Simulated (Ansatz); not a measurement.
**How Os(0001) screens a field**

Aim: image plane and induced charge of Os(0001).

Method: plane-wave DFT, PBE, Ansatz PAW, in Ansatz 0.2.0.

## 1. Starting point

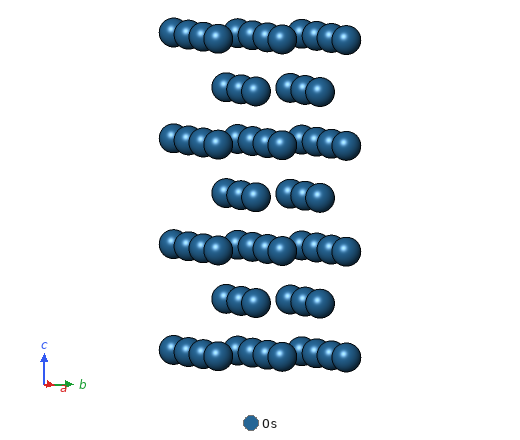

Start, viewed from the side, with the c axis up; osmium blue. 3×2×1 cells are drawn. Some periodic images of atoms are drawn too.

The cell holds 7 atoms: 7 Os. Cell: a = 2.740 Å, b = 2.740 Å, c = 30.979 Å, α = 90.0°, β = 90.0°, γ = 60.0°. Vacuum lies along c.

## 2. Single point, field 0

A sawtooth potential applies the field, turning back in the middle of the vacuum. With the dipole correction the typed value is the field outside the slab. The induced dipole is small, so the SCF threshold is tight.

Input file input.yaml:

```yaml
crystal:
  lattice:
    - [2.74, 0.0, 0.0]
    - [1.37, 2.3729096064, 0.0]
    - [0.0, 0.0, 30.97938]
  atoms:
    - { symbol: Os, position: [0.0, 0.0, 0.2905158205] }
    - { symbol: Os, position: [0.6666666667, 0.6666666667, 0.3603438803] }
    - { symbol: Os, position: [0.0, 0.0, 0.4301719402] }
    - { symbol: Os, position: [0.6666666667, 0.6666666667, 0.5] }
    - { symbol: Os, position: [0.0, 0.0, 0.5698280598] }
    - { symbol: Os, position: [0.6666666667, 0.6666666667, 0.6396561197] }
    - { symbol: Os, position: [0.0, 0.0, 0.7094841795] }
kpoints:
  mp_grid: { grid: [24, 24, 1] }
hamiltonian:
  xc: pbe
scf:
  occupations: { method: fermi_dirac, width: 0.1 }
  convergence: { dr2_threshold: 1.0e-10 }
efield:
  axis: 3
  dipole_correction: true
  ramp_position: 0.97
  ramp_width: 0.06
  amplitude: 0
output:
  forces: true
  write_potential: true
  write_density: true
  volumetric_format: npy
```

Launch:

```
$ ansatz run input.yaml --threads 4 --pin off --max-ram 6144MiB --backend cpu --events-out ev --progress --plain --runs-dir out
```

Numbers of over 12 decimals in the logs are rounded to 6 here.

What it wrote:

```text
Engine: ansatz 0.2.0, aarch64-unknown-linux-gnu
Pseudopotentials: kind: paw
Pseudopotential: Os, paw, valence charge 16, recommended cutoff 420 eV (normal), Os.paw.azcp
Functional definition: PBE
  parameter kappa = 0.804
  parameter beta = 0.066725
  exchange = pbe_x(kappa = kappa, mu = beta*pi^2/3)
  correlation = pbe_c(beta = beta)
Crystal: 7 atoms, lattice volume = 201.421 Å³
Basis set: ecut = 420 eV, 3949 PW (Γ), exchange–correlation on 40×40×432 points (8 copies of the dense FFT grid, shifted against one another)
Bands: 68, of which v1, the nominal top of the filled ones, is band 56 counted from 1 (55 counted from 0)
Symmetry: 6 space group operations
k-points: 61 of 576 (time reversal used)
Non-local potential: Os, projectors of the file, l = 0: 3, l = 1: 2, l = 2: 2, l = 3: 1
PAW form: soft (Blöchl's): semilocal exchange-correlation on the pseudo side does not see the compensation charge
PAW one-centre angular grid: Os, 590 points (default); XC on 64 Gauss nodes
Initial density: superposition of atomic densities (neutral atoms: chi_scale 0, normalization atom), corrected by the library's trained network
Initial wavefunctions: pseudopotential atomic-orbital guess
Functional: x = pbe(κ = 0.804, μ = 0.219515), c = pbe(β = 0.066725)
SCF iter   1: F=—  HF=-79689.445083 eV  |F-HF|=—  |Δ(HF+E_count)|=         —  Δρ=7.67e-3  dr2=9.72e-1  ethr=1.77e-3  p=0.000 e·Å  D=1.03e-13 V/Å  ΔV_dip=-0.00 eV  dr2_dipole=5.37e-7  V_vac-E_F(+/−)=5.38/5.38 eV  ⟨swp⟩=8.2  Hψ=19792  notcnv=0  defer=13
efield: sawtooth ramp at fractional position 0.9700 (set: `efield.ramp_position`, or a place that a band, a saddle search or an elastic batch's reference lends), width 0.0600; the density the first Hamiltonian is built on has a dipole p = 0.000 e·Å; the dipole correction subtracts the counter field D = 1.03e-13 V/Å, which shifts the + side's vacuum level by -0.00 eV against the − side's; the planar-averaged density in the ramp window peaks in size at 4.7e-5 e/Å³
preconditioner: auto → LDOS  [metal: Δε(μ)=0.007 eV  Ē_g=5.860 eV  σ=0.100 eV  W_gap=0.02  n_scr=24 (ndim 8)  ℏωp=19.6 eV  f_vac=0.465  D(μ)=5.67/eV (n_scr^D=22)  β→1.0]
SCF iter   2: F=—  HF=-79689.448909 eV  |F-HF|=—  |Δ(HF+E_count)|=   3.83e-3  Δρ=2.16e-3  dr2=2.01e-2  ethr=8.68e-4  p=0.000 e·Å  D=6.63e-6 V/Å  ΔV_dip=-0.00 eV  dr2_dipole=2.78e-7  V_vac-E_F(+/−)=5.35/5.35 eV  ⟨swp⟩=2.0  Hψ=5350  notcnv=0  defer=23
SCF iter   3: F=—  HF=-79689.447743 eV  |F-HF|=—  |Δ(HF+E_count)|=   1.17e-3  Δρ=1.27e-3  dr2=1.03e-2  ethr=1.80e-5  p=0.000 e·Å  D=2.34e-6 V/Å  ΔV_dip=-0.00 eV  dr2_dipole=1.15e-8  V_vac-E_F(+/−)=5.40/5.40 eV  ⟨swp⟩=3.2  Hψ=8769  notcnv=0  defer=23
SCF iter   4: F=—  HF=-79689.445613 eV  |F-HF|=—  |Δ(HF+E_count)|=   2.13e-3  Δρ=2.17e-4  dr2=1.28e-4  ethr=9.24e-6  p=0.000 e·Å  D=1.39e-6 V/Å  ΔV_dip=-0.00 eV  dr2_dipole=2.02e-9  V_vac-E_F(+/−)=5.38/5.38 eV  ⟨swp⟩=2.1  Hψ=6112  notcnv=0  defer=23
SCF iter   5: F=—  HF=-79689.445591 eV  |F-HF|=—  |Δ(HF+E_count)|=   2.23e-5  Δρ=6.88e-5  dr2=1.19e-5  ethr=1.14e-7  p=0.000 e·Å  D=7.29e-7 V/Å  ΔV_dip=-0.00 eV  dr2_dipole=2.47e-10  V_vac-E_F(+/−)=5.37/5.37 eV  ⟨swp⟩=3.0  Hψ=8530  notcnv=0  defer=23
SCF iter   6: F=—  HF=-79689.445559 eV  |F-HF|=—  |Δ(HF+E_count)|=   3.15e-5  Δρ=2.46e-5  dr2=4.21e-6  ethr=1.06e-8  p=0.000 e·Å  D=2.43e-7 V/Å  ΔV_dip=-0.00 eV  dr2_dipole=2.07e-12  V_vac-E_F(+/−)=5.37/5.37 eV  ⟨swp⟩=3.3  Hψ=8615  notcnv=0  defer=23
SCF iter   7: F=—  HF=-79689.445926 eV  |F-HF|=—  |Δ(HF+E_count)|=   3.67e-4  Δρ=9.45e-6  dr2=9.74e-7  ethr=3.76e-9  p=0.000 e·Å  D=5.93e-8 V/Å  ΔV_dip=-0.00 eV  dr2_dipole=7.06e-12  V_vac-E_F(+/−)=5.37/5.37 eV  ⟨swp⟩=2.2  Hψ=5173  notcnv=0  defer=21
SCF iter   8: F=—  HF=-79689.445926 eV  |F-HF|=—  |Δ(HF+E_count)|=   8.00e-8  Δρ=2.66e-6  dr2=2.22e-8  ethr=8.69e-10  p=0.000 e·Å  D=1.71e-9 V/Å  ΔV_dip=-0.00 eV  dr2_dipole=1.57e-12  V_vac-E_F(+/−)=5.37/5.37 eV  ⟨swp⟩=2.3  Hψ=5833  notcnv=0  defer=20
SCF iter   9: F=—  HF=-79689.445926 eV  |F-HF|=—  |Δ(HF+E_count)|=   1.89e-8  Δρ=7.98e-7  dr2=3.56e-9  ethr=1.99e-11  p=0.000 e·Å  D=4.06e-9 V/Å  ΔV_dip=-0.00 eV  dr2_dipole=4.11e-12  V_vac-E_F(+/−)=5.37/5.37 eV  ⟨swp⟩=3.1  Hψ=8131  notcnv=0  defer=19
SCF iter  10: F=—  HF=-79689.445926 eV  |F-HF|=—  |Δ(HF+E_count)|=  3.49e-10  Δρ=1.71e-7  dr2=2.46e-10  ethr=3.18e-12  p=-0.000 e·Å  D=-6.90e-9 V/Å  ΔV_dip=0.00 eV  dr2_dipole=1.47e-15  V_vac-E_F(+/−)=5.37/5.37 eV  ⟨swp⟩=2.9  Hψ=7204  notcnv=0  defer=18
SCF iter  11: F=-79689.445926 eV  HF=-79689.445926 eV  |F-HF|=4.37e-11  |Δ(HF+E_count)|=  2.18e-10  Δρ=4.29e-8  dr2=3.68e-12  ethr=1.00e-12  p=0.000 e·Å  D=5.69e-9 V/Å  ΔV_dip=-0.00 eV  dr2_dipole=7.20e-16  V_vac-E_F(+/−)=5.37/5.37 eV  ⟨swp⟩=12.4  Hψ=25123  notcnv=0
SCF 1 converged in 11 iterations: F = -79689.445926 eV  dr2 = 3.68e-12
  greatest PAW one-centre occupation: 1.000 electrons in one spin orbital (limit 2), on the Os atom at site 3 (counted from 0), in its partial waves of l = 0
WARN: The output density's exchange-correlation potential varies sharply where the density is thin. Do not read a vacuum level from v_tot or v_xc, or from such a field of the output density. On a cell that repeats whose density bears no net charge and no dipole along the vacuum's axis use v_es (v_loc + v_h of the components); under efield.dipole_correction with no amplitude use v_es + v_field, which holds any externa [...]
SCF converged after 11 iterations
Free energy (F): -79689.445926 eV
Harris-Foulkes:  -79689.445926 eV  (|F-HF|=4.37e-11)
Internal energy: -79689.263376 eV  (E = F + TS)
E sigma→0 (E₀):  -79689.354651 eV
Entropy (-TS):   -0.182551 eV (-26.079 meV/atom)
Fermi energy:    9.936527 eV
Dipole field:    D = -0.000000 V/Å  (p = -0.000000 e·Å, saw-weighted, corrected)
Work function:   Φ+ = 5.3685 eV   Φ− = 5.3685 eV
Levels:          The Fermi level and band energies are counted from a zero that moves with the ramp; work functions are not
--- Per-component energies (eV) ---
  E_band       = -2239.698141
  E_kinetic    = 3927.764887
  E_local      = -243892.687848  (includes V_loc(G=0)·N_el)
  E_nonlocal   = -13.826919
  E_hartree    = 120594.159487
  E_xc         = -1863.652975
  E_vxc        = -1983.876866  (∫ρ·V_xc dr)
  E_paw        = -63081.821221  (= ΣΔE_a)
  E_vpaw       = -1465.389654  (= ΣTr[D̂ρ^β])
  E_aug_tail   = -0.000602  (compensation charges beyond the density's cutoff)
  E_efield     = 0.000000  (sawtooth field / dipole correction)
  E_vefield    = 0.000000  (∫n·V_field dr)
  E_ewald      = 104640.801816
  E_smearing   = -0.182551  (= −TS)
  E_closure    = 0.000000  (closes the sum)
  Σ components = -79689.445926   (vs F -79689.445926, Δ=0.00e0)
--- Forces (eV/Å), atoms counted from 1 ---
  atom   1  Os    -0.00000000    -0.00000000     0.70503617
  atom   2  Os     0.00000000     0.00000000    -0.81099746
  atom   3  Os     0.00000000    -0.00000000    -0.30518840
  atom   4  Os     0.00000000     0.00000000    -0.00000087
  atom   5  Os     0.00000000    -0.00000000     0.30519001
  atom   6  Os    -0.00000000     0.00000000     0.81099622
  atom   7  Os    -0.00000000    -0.00000000    -0.70503537
  max |Σ_I F_I| component: 3.01e-7 eV/Å
--- Band table (eV; the first three rows and the last of 61) ---
  k-point 0: bands = [... 52 lower, 7.7795, 7.7795, 8.4471, 8.6848, 8.6848, 9.3703, 9.3703, 9.8002, ... 8 higher]
  k-point 1: bands = [... 52 lower, 7.7527, 7.8334, 8.4103, 8.6431, 8.6524, 9.3135, 9.3447, 9.6665, ... 8 higher]
  k-point 2: bands = [... 52 lower, 7.8366, 7.9920, 8.2430, 8.5483, 8.5836, 9.0534, 9.2835, 9.3798, ... 8 higher]
  k-point 60: bands = [... 52 lower, 8.6390, 9.3423, 10.4338, 10.8279, 10.8413, 11.4590, 11.4641, 11.4939, ... 8 higher]
```

The job ended after 30 s (4 threads of Arm Neoverse V1, shared host; peak memory 0.92 GiB).

This step gave:

```
energy at zero smearing   : -79689.3547 eV
work function, upper face : 5.369 eV
dipole along the normal   : -3.37e-8 e·Å
```

Running mean over 2.16323 Å of the planar mean; the ramp of the sawtooth is left out. Electron's electrostatic potential energy less the Fermi level against z:

```csv
z (Å),electron's electrostatic potential energy less the Fermi level (eV)
4,5.37
5,5.36
6,5.27
7,4.03
8,-5.09
9,-12.3
10,-12.8
11,-13.0
12,-13.1
13,-13.0
14,-13.0
15,-13.0
16,-13.0
17,-13.0
18,-13.0
19,-13.1
20,-13.0
21,-12.8
22,-12.2
23,-4.83
24,4.10
25,5.28
26,5.36
27,5.37
```

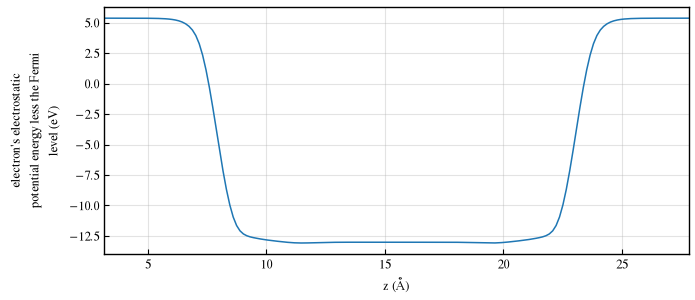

Electron's electrostatic potential energy less the Fermi level against z.

Force by atom:

```csv
atom,x (eV/Å),y (eV/Å),z (eV/Å),size
Os1,0.000,0.000,0.705,0.705
Os2,0.000,0.000,-0.811,0.811
Os3,0.000,0.000,-0.305,0.305
Os4,0.000,0.000,0.000,0.000
Os5,0.000,0.000,0.305,0.305
Os6,0.000,0.000,0.811,0.811
Os7,0.000,0.000,-0.705,0.705
```

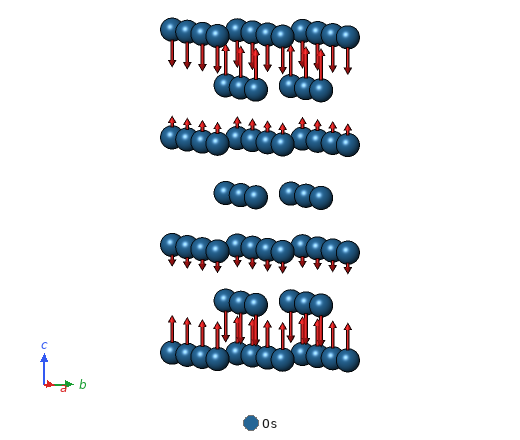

Force as arrows, the longest 0.811 eV/Å. 3×2×1 cells are drawn. Some periodic images of atoms are drawn too.

The work function of the upper face is 5.37 eV.

## 3. Atoms held, field 0.05 V/Å

input.yaml: that of step 2 with these lines changed.

```diff
@@ -25,3 +25,3 @@
   ramp_width: 0.06
-  amplitude: 0
+  amplitude: 0.05
 output:
```

What it wrote:

```text
[...]
Crystal: 7 atoms, lattice volume = 201.421 Å³
Basis set: ecut = 420 eV, 3949 PW (Γ), exchange–correlation on 40×40×432 points (8 copies of the dense FFT grid, shifted against one another)
Bands: 68, of which v1, the nominal top of the filled ones, is band 56 counted from 1 (55 counted from 0)
Symmetry: 6 space group operations
k-points: 61 of 576 (time reversal used)
[...]
k-point 0: bands = [... 52 lower, 7.7794, 7.7794, 8.4470, 8.6847, 8.6847, 9.3702, 9.3702, 9.8000, ... 8 higher]
  k-point 1: bands = [... 52 lower, 7.7526, 7.8333, 8.4102, 8.6430, 8.6523, 9.3134, 9.3446, 9.6661, ... 8 higher]
  k-point 2: bands = [... 52 lower, 7.8365, 7.9919, 8.2429, 8.5482, 8.5835, 9.0532, 9.2834, 9.3796, ... 8 higher]
  k-point 60: bands = [... 52 lower, 8.6389, 9.3422, 10.4337, 10.8277, 10.8413, 11.4589, 11.4640, 11.4938, ... 8 higher]
[key lines of the parts left out:]
SCF converged after 13 iterations
Free energy (F): -79689.446668 eV
Fermi energy:    9.936436 eV
Dipole field:    D = 0.026665 V/Å  (p = 0.029682 e·Å, saw-weighted, corrected)
```

Elapsed: 35 s, on 4 threads; peak memory 0.91 GiB; 2.3 min of CPU time.

The dipole is 0.0297 e·Å.

## 4. Single point, field -0.05 V/Å

input.yaml: that of step 3 with these lines changed.

```diff
@@ -25,3 +25,3 @@
   ramp_width: 0.06
-  amplitude: 0.05
+  amplitude: -0.05
 output:
```

What it wrote:

```text
[...]
Crystal: 7 atoms, lattice volume = 201.421 Å³
Basis set: ecut = 420 eV, 3949 PW (Γ), exchange–correlation on 40×40×432 points (8 copies of the dense FFT grid, shifted against one another)
Bands: 68, of which v1, the nominal top of the filled ones, is band 56 counted from 1 (55 counted from 0)
Symmetry: 6 space group operations
k-points: 61 of 576 (time reversal used)
[...]
k-point 0: bands = [... 52 lower, 7.7794, 7.7794, 8.4470, 8.6847, 8.6847, 9.3702, 9.3702, 9.8000, ... 8 higher]
  k-point 1: bands = [... 52 lower, 7.7526, 7.8333, 8.4102, 8.6430, 8.6523, 9.3134, 9.3446, 9.6661, ... 8 higher]
  k-point 2: bands = [... 52 lower, 7.8365, 7.9919, 8.2429, 8.5482, 8.5835, 9.0532, 9.2834, 9.3796, ... 8 higher]
  k-point 60: bands = [... 52 lower, 8.6389, 9.3422, 10.4337, 10.8277, 10.8413, 11.4589, 11.4640, 11.4938, ... 8 higher]
[key lines of the parts left out:]
SCF converged after 13 iterations
Free energy (F): -79689.446668 eV
Fermi energy:    9.936436 eV
Dipole field:    D = -0.026665 V/Å  (p = -0.029681 e·Å, saw-weighted, corrected)
```

Run time: 36 s. Hardware: 4 threads; peak memory 0.91 GiB; 2.3 min of CPU time.

The dipole is -0.0297 e·Å.

## 5. Single point, field 0.1 V/Å

input.yaml: that of step 4 with these lines changed.

```diff
@@ -25,3 +25,3 @@
   ramp_width: 0.06
-  amplitude: -0.05
+  amplitude: 0.1
 output:
```

What it wrote:

```text
[...]
Crystal: 7 atoms, lattice volume = 201.421 Å³
Basis set: ecut = 420 eV, 3949 PW (Γ), exchange–correlation on 40×40×432 points (8 copies of the dense FFT grid, shifted against one another)
Bands: 68, of which v1, the nominal top of the filled ones, is band 56 counted from 1 (55 counted from 0)
Symmetry: 6 space group operations
k-points: 61 of 576 (time reversal used)
[...]
k-point 0: bands = [... 52 lower, 7.7791, 7.7791, 8.4467, 8.6844, 8.6844, 9.3699, 9.3699, 9.7992, ... 8 higher]
  k-point 1: bands = [... 52 lower, 7.7523, 7.8330, 8.4099, 8.6427, 8.6521, 9.3131, 9.3444, 9.6651, ... 8 higher]
  k-point 2: bands = [... 52 lower, 7.8362, 7.9916, 8.2426, 8.5479, 8.5832, 9.0528, 9.2832, 9.3791, ... 8 higher]
  k-point 60: bands = [... 52 lower, 8.6387, 9.3419, 10.4335, 10.8273, 10.8412, 11.4586, 11.4637, 11.4935, ... 8 higher]
[key lines of the parts left out:]
SCF converged after 13 iterations
Free energy (F): -79689.448894 eV
Fermi energy:    9.936162 eV
Dipole field:    D = 0.053331 V/Å  (p = 0.059364 e·Å, saw-weighted, corrected)
```

Wall time 35 s (4 threads); peak memory 0.91 GiB.

The dipole is 0.0594 e·Å.

## 6. Atoms held, field -0.1 V/Å

input.yaml: that of step 5 with these lines changed.

```diff
@@ -25,3 +25,3 @@
   ramp_width: 0.06
-  amplitude: 0.1
+  amplitude: -0.1
 output:
```

What it wrote:

```text
[...]
Crystal: 7 atoms, lattice volume = 201.421 Å³
Basis set: ecut = 420 eV, 3949 PW (Γ), exchange–correlation on 40×40×432 points (8 copies of the dense FFT grid, shifted against one another)
Bands: 68, of which v1, the nominal top of the filled ones, is band 56 counted from 1 (55 counted from 0)
Symmetry: 6 space group operations
k-points: 61 of 576 (time reversal used)
[...]
k-point 0: bands = [... 52 lower, 7.7791, 7.7791, 8.4467, 8.6844, 8.6844, 9.3699, 9.3699, 9.7992, ... 8 higher]
  k-point 1: bands = [... 52 lower, 7.7523, 7.8330, 8.4099, 8.6427, 8.6521, 9.3131, 9.3444, 9.6651, ... 8 higher]
  k-point 2: bands = [... 52 lower, 7.8362, 7.9916, 8.2426, 8.5479, 8.5832, 9.0528, 9.2832, 9.3791, ... 8 higher]
  k-point 60: bands = [... 52 lower, 8.6387, 9.3419, 10.4335, 10.8273, 10.8412, 11.4586, 11.4637, 11.4935, ... 8 higher]
[key lines of the parts left out:]
SCF converged after 13 iterations
Free energy (F): -79689.448894 eV
Fermi energy:    9.936162 eV
Dipole field:    D = -0.053331 V/Å  (p = -0.059364 e·Å, saw-weighted, corrected)
```

The job ended after 35 s (4 threads; peak memory 0.91 GiB).

The dipole is -0.0594 e·Å.

## 7. Single point, field 0.2 V/Å

input.yaml: that of step 6 with these lines changed.

```diff
@@ -25,3 +25,3 @@
   ramp_width: 0.06
-  amplitude: -0.1
+  amplitude: 0.2
 output:
```

What it wrote:

```text
[...]
Crystal: 7 atoms, lattice volume = 201.421 Å³
Basis set: ecut = 420 eV, 3949 PW (Γ), exchange–correlation on 40×40×432 points (8 copies of the dense FFT grid, shifted against one another)
Bands: 68, of which v1, the nominal top of the filled ones, is band 56 counted from 1 (55 counted from 0)
Symmetry: 6 space group operations
k-points: 61 of 576 (time reversal used)
[...]
k-point 0: bands = [... 52 lower, 7.7780, 7.7780, 8.4454, 8.6833, 8.6833, 9.3688, 9.3688, 9.7962, ... 8 higher]
  k-point 1: bands = [... 52 lower, 7.7512, 7.8319, 8.4086, 8.6416, 8.6510, 9.3119, 9.3432, 9.6613, ... 8 higher]
  k-point 2: bands = [... 52 lower, 7.8351, 7.9905, 8.2414, 8.5467, 8.5821, 9.0513, 9.2820, 9.3772, ... 8 higher]
  k-point 60: bands = [... 52 lower, 8.6375, 9.3408, 10.4323, 10.8256, 10.8406, 11.4575, 11.4626, 11.4924, ... 8 higher]
[key lines of the parts left out:]
SCF converged after 13 iterations
Free energy (F): -79689.457799 eV
Fermi energy:    9.935062 eV
Dipole field:    D = 0.106671 V/Å  (p = 0.118737 e·Å, saw-weighted, corrected)
```

Elapsed: 35 s, on 4 threads; peak memory 0.9 GiB; 2.3 min of CPU time.

The dipole is 0.119 e·Å.

## 8. Atoms held, field -0.2 V/Å

input.yaml: that of step 7 with these lines changed.

```diff
@@ -25,3 +25,3 @@
   ramp_width: 0.06
-  amplitude: 0.2
+  amplitude: -0.2
 output:
```

What it wrote:

```text
[...]
Crystal: 7 atoms, lattice volume = 201.421 Å³
Basis set: ecut = 420 eV, 3949 PW (Γ), exchange–correlation on 40×40×432 points (8 copies of the dense FFT grid, shifted against one another)
Bands: 68, of which v1, the nominal top of the filled ones, is band 56 counted from 1 (55 counted from 0)
Symmetry: 6 space group operations
k-points: 61 of 576 (time reversal used)
[...]
k-point 0: bands = [... 52 lower, 7.7780, 7.7780, 8.4454, 8.6833, 8.6833, 9.3688, 9.3688, 9.7962, ... 8 higher]
  k-point 1: bands = [... 52 lower, 7.7512, 7.8319, 8.4086, 8.6416, 8.6510, 9.3119, 9.3432, 9.6613, ... 8 higher]
  k-point 2: bands = [... 52 lower, 7.8351, 7.9905, 8.2414, 8.5467, 8.5821, 9.0513, 9.2820, 9.3772, ... 8 higher]
  k-point 60: bands = [... 52 lower, 8.6375, 9.3408, 10.4323, 10.8256, 10.8406, 11.4575, 11.4626, 11.4924, ... 8 higher]
[key lines of the parts left out:]
SCF converged after 13 iterations
Free energy (F): -79689.457799 eV
Fermi energy:    9.935062 eV
Dipole field:    D = -0.106670 V/Å  (p = -0.118737 e·Å, saw-weighted, corrected)
```

Run time: 35 s. Hardware: 4 threads; peak memory 0.9 GiB; 2.3 min of CPU time.

The dipole is -0.119 e·Å.

(Continued in part 2 of 2.)

[Logs are printed without paths, hosts, clocks, repeated set-up lines and the standing remarks that a program may print on its own settings, such as how far it seeks lower states.]

[Hosts, paths, dates, database ids (printed as entryN), source tags and the programs' standing remarks are cut or masked in the printed files.]

[Maps of the electrostatic potential energy from Ansatz leave out the sawtooth potential of an applied field or a dipole correction, so their vacuum need not be flat; planar profiles and work functions include it.]
